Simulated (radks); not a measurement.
**Bi: atomic calculation**

- system: a free Bi atom in the configuration [Xe] 4f14 5d10 6s2 6p3 (high spin).
- method: scalar-relativistic Kohn-Sham, TASK exchange with Perdew-Wang LDA correlation, spin-polarised, spherical densities, finite nucleus (the in-house radial solver radks)

**Summary**

- outcome: converged
- total energy: −21524.7163 hartree
- kinetic energy: 24395.6762 hartree
- electron–nucleus energy: −53794.5644 hartree
- Hartree energy: 8266.3781 hartree
- exchange–correlation energy: −392.206135 hartree
- radius at density 0.001 e/bohr³: 4.70 bohr
- SCF iterations: 14
- hardware: 1 CPU thread, shared host

**Input**
```
Z 83
configuration [Hg] 6p3 7s0 5f0
relativity scalar-relativistic
functional task,pw
spin polarised
nucleus finite rms 5.5211 fm
c 137.035999084
```

Energies in input and log are in hartree, lengths in bohr (the nuclear radius in fm).

**Log**
```
1s      1   1.0000       -3334.47285772
2s      1   1.0000        -600.57891138
2p      1   3.0000        -513.91888113
3s      1   1.0000        -145.49227833
3p      1   3.0000        -120.65459987
3d      1   5.0000         -95.57432852
4s      1   1.0000         -33.67923989
4p      1   3.0000         -25.49979383
4d      1   5.0000         -16.09114920
4f      1   7.0000          -5.70533613
5s      1   1.0000          -5.98580113
5p      1   3.0000          -3.65879176
5d      1   5.0000          -1.03890931
6s      1   1.0000          -0.60503026
6p      1   3.0000          -0.21042585
7s      1   0.0000           0.00004349
5f      1   0.0000           0.00026917
1s      2   1.0000       -3334.47082468
2s      2   1.0000        -600.57857249
2p      2   3.0000        -513.91764499
3s      2   1.0000        -145.49155255
3p      2   3.0000        -120.65364497
3d      2   5.0000         -95.57350197
4s      2   1.0000         -33.67767695
4p      2   3.0000         -25.49800885
4d      2   5.0000         -16.08905039
4f      2   7.0000          -5.70288846
5s      2   1.0000          -5.98131214
5p      2   3.0000          -3.65641252
5d      2   5.0000          -1.02681671
6s      2   1.0000          -0.51431831
6p      2   0.0000          -0.06020766
7s      2   0.0000          -0.00082728
5f      2   0.0000           0.00025211
Etot -21524.716265830823
Ekin 24395.6761534078
Encl -53794.564369812084
Eh 8266.378086072098
Exc -392.20613549863776
err 4.460374821210794e-06
it 14
```

**Slater integrals of the outer shells (hartree)**

```csv
integral,value
"F0(6p,6p)",0.3070
"F2(6p,6p)",0.1639
"F0(6p,6s)",0.3447
"G1(6p,6s)",0.2073
"F0(6p,5d)",0.3842
"F2(6p,5d)",0.1122
"G1(6p,5d)",0.0430
"G3(6p,5d)",0.0359
"F0(6p,5p)",0.3937
"F2(6p,5p)",0.0839
"G0(6p,5p)",0.0140
"G2(6p,5p)",0.0186
"F0(6s,6s)",0.4072
"F0(6s,5d)",0.4884
"G2(6s,5d)",0.0971
"F0(6s,5p)",0.5082
"G1(6s,5p)",0.0374
"F0(5d,5d)",0.7282
"F2(5d,5d)",0.3782
"F4(5d,5d)",0.2523
```

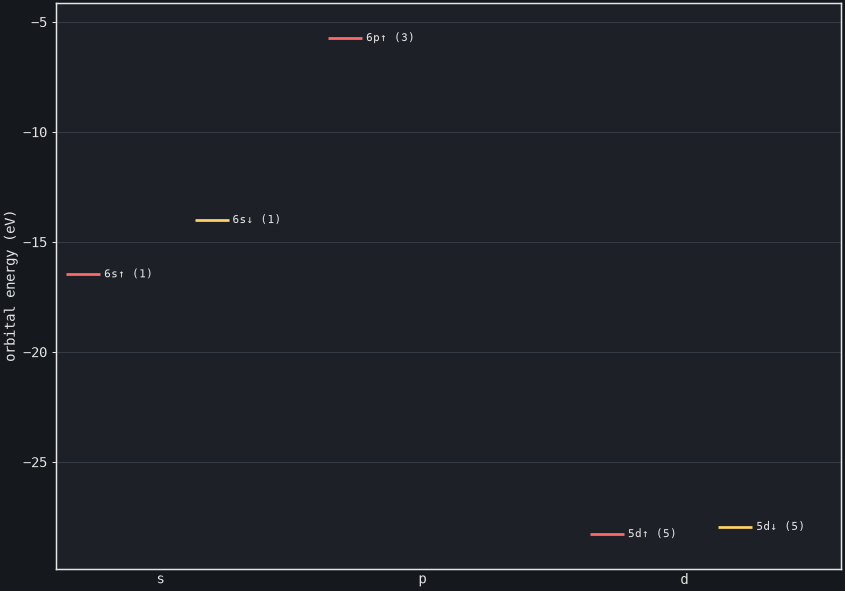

*The outer levels are drawn by angular momentum (occupations in brackets, up spins at the left of each column and down spins at the right).*

The highest occupied level is 6p up at −5.73 eV. From the top down the occupied levels run 6p up (−5.73 eV), 6s down (−14.0 eV), 6s up (−16.5 eV), 5d down (−27.9 eV), 5d up (−28.3 eV). The largest exchange splitting (down less up) among the shells drawn in both spins is that of 6s, 2.47 eV. The measured ionisation energy (NIST) is 7.29 eV; minus the highest level, 5.73 eV, lies 21 % below it, as is usual for a semilocal functional, whose potential decays too fast.

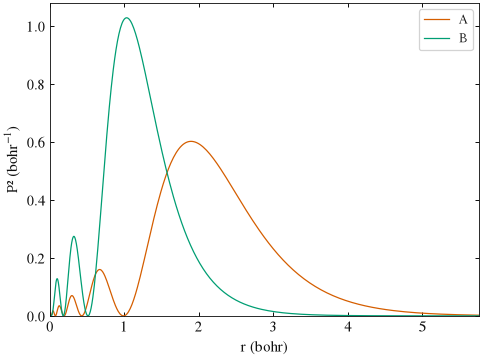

*The radial probability densities P² of 5d up and 6s up.*

A is 6s up; B is 5d up. 5d up: outer maximum at 1.03 bohr, ⟨r⟩ = 1.24 bohr, 2 nodes, eigenvalue −28.3 eV; 6s up: outer maximum at 1.90 bohr, ⟨r⟩ = 2.22 bohr, 5 nodes, eigenvalue −16.5 eV. The innermost lobes are too small to be seen at this scale.

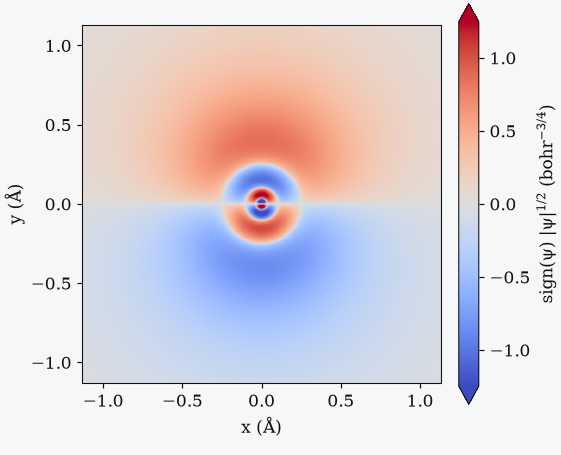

*One occupied orbital of down spin is shown. In the xy plane through the nucleus, the colour gives the signed square root of ψ. (1 bohr = 0.529 Å.) The radial function comes from the spherical calculation and is multiplied by a real spherical harmonic; the overall sign is chosen so that the largest lobe of P(r) is positive; at the scalar-relativistic level it is the large component.*

It is 5p(y) of down spin. It has the nodal plane xz and 3 radial nodes, at r = 0.0683, 0.197 and 0.477 bohr. The outermost maximum of P² lies at 0.861 bohr, ⟨r⟩ = 0.951 bohr, 90 % of the charge lies within 1.37 bohr, and the eigenvalue is −99.5 eV, with 3 electrons in the shell for this spin.
